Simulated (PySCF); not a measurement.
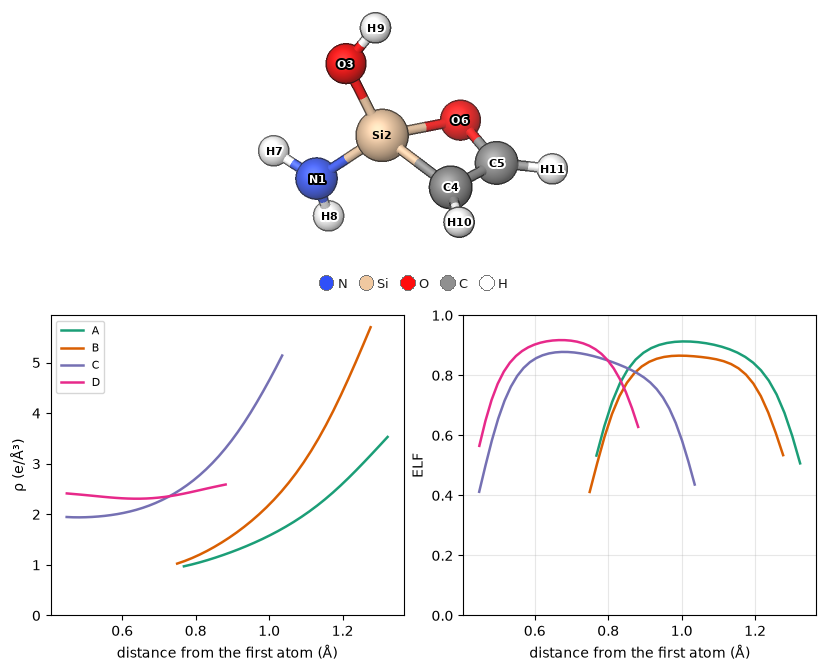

Figure. C$_{2}$H$_{5}$NO$_{2}$Si. Electron density and electron localisation function along straight lines between neighbouring atoms. The curves leave out the atomic cores. The structure is drawn too.

Geometry: GFN2-xTB.

These are results of PBE0/pcSseg-1, SCF density, gas phase, non-relativistic in PySCF 2.14.0, not measurements.

Input

```
{"job": {"kind": "nmr", "xc": "PBE0", "basis": "pcSseg-1"}, "charge": 0, "multiplicity": 1}
N     -1.558692    -1.024197     0.510306
Si    -0.451546     0.162559    -0.016823
O     -1.359847     1.456042    -0.375047
C      1.265439     0.260925     0.767956
C      1.731397    -0.094086    -0.426820
O      0.652392    -0.242286    -1.275347
H     -2.528958    -0.897853     0.282214
H     -1.294670    -1.993475     0.506854
H     -0.955796     2.189650    -0.832347
H      1.798211     0.458015     1.675229
H      2.707494    -0.272622    -0.842138
```

Launched as:

```sh
OMP_NUM_THREADS=1 python probes_run.py task.json out
```

Which curve belongs to which contact (C–C, C–O, Si–N and Si–O)? The first atom named is at distance zero.

Answer. Curve A: Si–N (1.71 Å): ρ at the midpoint is about 1.1 e/Å³; the ELF peaks at about 0.90 between the atoms; a polar covalent bond. Curve B: Si–O (1.62 Å): ρ at the midpoint is about 1.2 e/Å³; the ELF peaks at about 0.85 between the atoms: a short, strongly polar bond. Curve C: C–O (1.38 Å): ρ at the midpoint is about 2.2 e/Å³, with its minimum of 1.9 e/Å³ about 0.5 Å from C; the ELF peaks at about 0.90 between the atoms: a shared but strongly polarised pair. Curve D: C–C (1.33 Å): ρ at the midpoint is about 2.3 e/Å³; the ELF peaks at about 0.90 between the atoms: a short, multiple covalent bond.
